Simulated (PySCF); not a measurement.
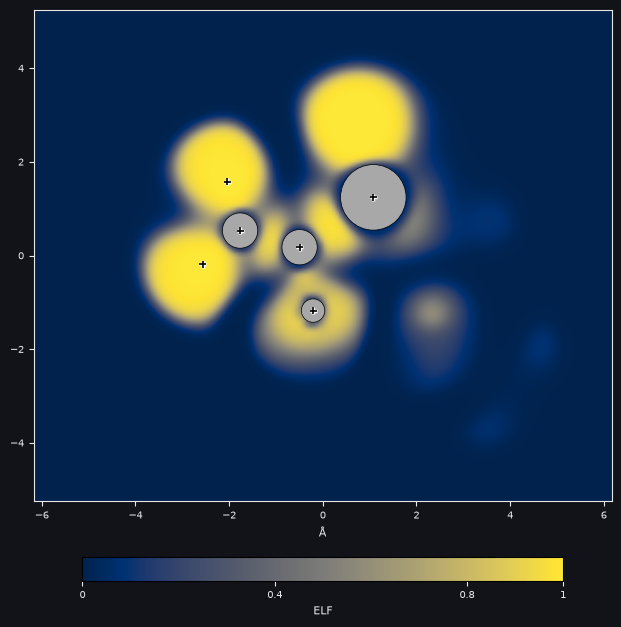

The electron localisation function on a plane through atoms (crosses mark nuclei in the plane; grey discs cover the cores).

Computed with PBE0-D3(BJ)/def2-SVP, SCF density, gas phase (PySCF 2.14.0).

Candidates:
A. C₃H₉FNSi···CH₄O (SMILES C=C(F)[SiH2]C[NH3+].CO) (charge +1)
B. C₄H₁₁GeOSiSr (charge +1)
C. F₅LiO₄Si₂Ti

Which system is this?

Answer. Candidate A: C₃H₉FNSi···CH₄O on the plane of atoms C2, C1 and H7, which holds C, F, Si and H. C–C (1.32 Å): the ELF peaks at about 0.95 between the atoms: a short, multiple covalent bond. C–F (1.38 Å): the ELF peaks at about 0.85 between the atoms (a shared but strongly polarised pair).
